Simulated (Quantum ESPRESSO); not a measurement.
# Energy and gap at +3 % biaxial strain: 2H-CrSSe, 1 layer

How the rows were computed: Quantum ESPRESSO 7.5 driven by ASE, PBE, GBRV ultrasoft, ESM (bc1); atomic heights clamped; cell area 8.466 Å² at zero strain.

| strain (%) | energy (meV a cell) | gap on the mesh (eV) |
| --- | --- | --- |
| −3 | 83.12 | 1.014 |
| −1.5 | 19.88 | 0.928 |
| 0 | 0.00 | 0.831 |
| +1.5 | 18.87 | 0.680 |

One more run was made and is withheld. What are energy and gap at +3 %, and how stiff is the sheet?

**Worked estimate.** About zero, E'' = (19.88 + 18.87 − 2 × 0.00)/1.5² = 17.22 meV per %² and E' = (18.87 − 19.88)/3 = −0.34 meV per %. With E = A K ε², where K = (C11 + C22)/2 + C12 (C11 + C12 for a hexagonal sheet), K = 17.22 × 10/(2 × 8.466) × 16.02 = 163 N/m. The parabola gives E(+3 %) = 0.00 + 3 × (−0.34) + 4.5 × 17.22 = 76.5 meV. Continuing the last slope, the gap is 2 × 0.680 − 0.831 = 0.529 eV.

**Check.** E = 72.3 meV and the gap 0.545 eV. The parabola misses by +4.2 meV, too high, since bonds soften under tension. The gap's line misses by −0.016 eV.

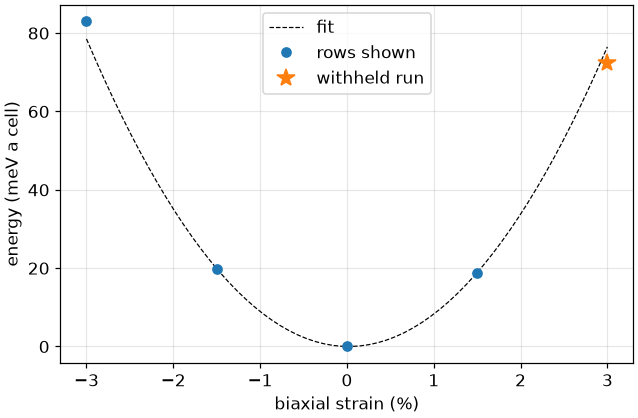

The rows shown, the fit and the withheld run.

Caveats: Clamped heights stiffen sheets with several planes. Semilocal gap, no spin-orbit coupling.
